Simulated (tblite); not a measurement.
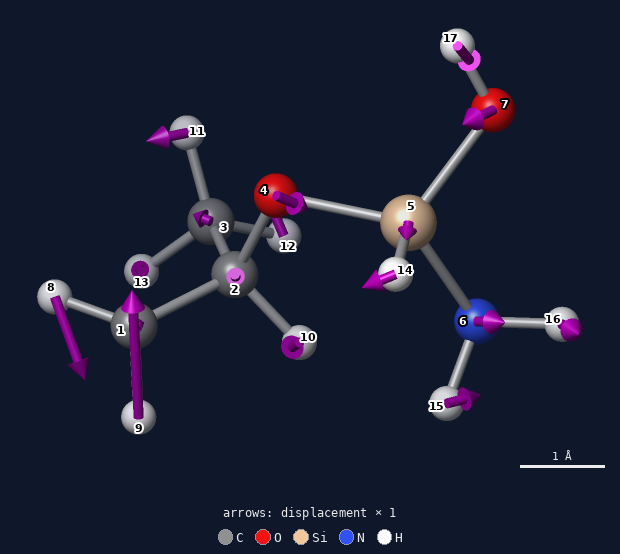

A relaxation of C3H10NO2Si (multiplicity 2). The starting structure is drawn; purple arrows show the displacements, at their true length. The two geometries are superimposed by the best rigid fit.

Style: ball-and-stick. Shown at a tilt.

Computed with tblite, GFN2-xTB geometry optimisation, gas phase. 

> Which element moves most?

Hydrogen: up to 1.72 Å, against 0.60 Å for oxygen.

> What did the optimiser do to the structure, and how much energy did it gain?

The energy falls by 28.7 kcal/mol in 193 geometry steps. H9 moves most after the best rigid fit: 1.72 Å. By element the largest moves are H 1.72 Å, O 0.60 Å, N 0.52 Å, C 0.26 Å, Si 0.26 Å. Among the contacts that change: O4–Si5 1.702 → 1.622 Å, Si5–O7 1.688 → 1.618 Å, N6–H15 1.068 → 1.007 Å, Si5–N6 1.791 → 1.731 Å. Bond angles that change, for instance: C2–O4–Si5 113.8° → 129.0°, Si5–N6–H16 104.9° → 117.5°, Si5–N6–H15 108.7° → 119.0°. Groups turn about Si5–O7 by about 90°, C2–O4 by about 40°, O4–Si5 by about 40°. The run took 1 s on 1 thread of Arm Neoverse V2 (shared host).
